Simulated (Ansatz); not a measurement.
# C$_{3}$H$_{7}$ClSi (SMILES C=CC[SiH2]Cl): what the fields show

The calculation's input:

```
crystal:
  periodic: [false, false, false]
  atoms:
    - {symbol: C, position_ang: [-1.774050, -0.743994, -0.640418]}
    - {symbol: C, position_ang: [-0.623154, -0.963720, -0.016009]}
    - {symbol: C, position_ang: [0.685392, -0.350370, -0.383873]}
    - {symbol: Si, position_ang: [0.978644, 1.132940, 0.723066]}
    - {symbol: Cl, position_ang: [2.876861, 1.882465, 0.425854]}
    - {symbol: H, position_ang: [-2.696284, -1.197182, -0.297680]}
    - {symbol: H, position_ang: [-1.832141, -0.109908, -1.519815]}
    - {symbol: H, position_ang: [-0.619567, -1.603959, 0.863688]}
    - {symbol: H, position_ang: [1.513055, -1.053589, -0.254311]}
    - {symbol: H, position_ang: [0.692436, -0.008947, -1.422729]}
    - {symbol: H, position_ang: [0.864647, 0.752182, 2.151747]}
    - {symbol: H, position_ang: [0.011160, 2.208781, 0.404480]}
basis:
  gaussian: {orbitals: def2-TZVPP}
hamiltonian: {xc: pbe0, dispersion: d4}
output: {orbitals: {seedname: orbitals}}
```

Command:

```sh
ansatz run in.yaml --threads 4 --pin off --events-out ev --progress --plain --max-ram 10444MiB
```

Geometry: PBE0-D4/def2-TZVP.

Level of theory: RKS PBE0-D4/def2-TZVPP (Ansatz 0.2.0).

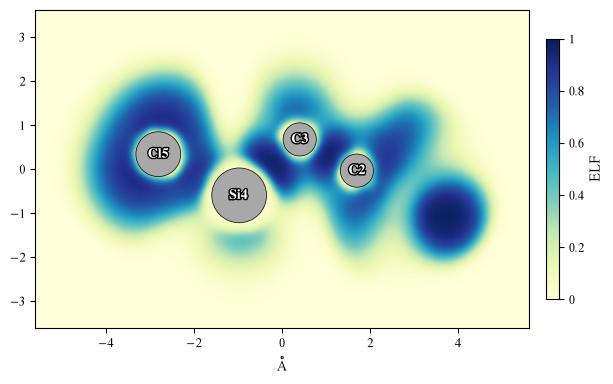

Figure 1. Electron localisation function on the plane of atoms C3, Si4 and Cl5. Grey discs cover the atomic cores.

### Read the bonding off the picture.

Atoms in the plane: C, Si and Cl. C–Si (1.87 Å): the ELF peaks at about 0.95 between the atoms: localised, covalent bonding. Si–Cl (2.06 Å): the ELF peaks at about 0.90 between the atoms, as expected for a shared but strongly polarised pair. C–C (1.49 Å): the ELF peaks at about 0.95 between the atoms: localised, covalent bonding. The ELF also peaks beside Cl5, away from the bonds: lone-pair regions.

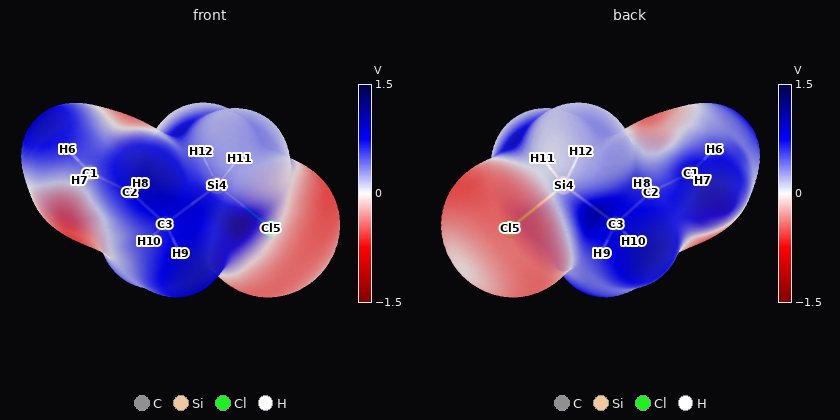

Figure 2. The molecular electrostatic potential painted on the density surface at 0.002 e/bohr³, seen from the front and from behind; the colour scale runs from red (negative) to blue (positive).

### Where is the surface potential most negative and most positive?

The most negative region (about −0.5 V) lies over C1, C2 and Cl5, the most positive (about +1.0 V) over the H and Si atoms.

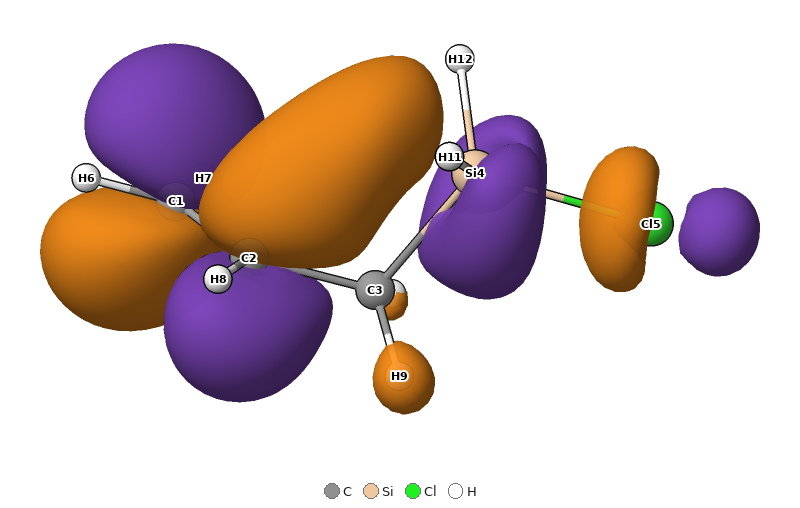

Figure 3. The LUMO at ±0.1 Å⁻³ᐟ² (orange and purple are the two phases), seen at a tilt.

### What is the character of this orbital?

It lies mainly on C1 (about 30 %), C2 (about 25 %), Si4 (about 15 %) and Cl5 (about 10 %). Its energy is −0.31 eV.
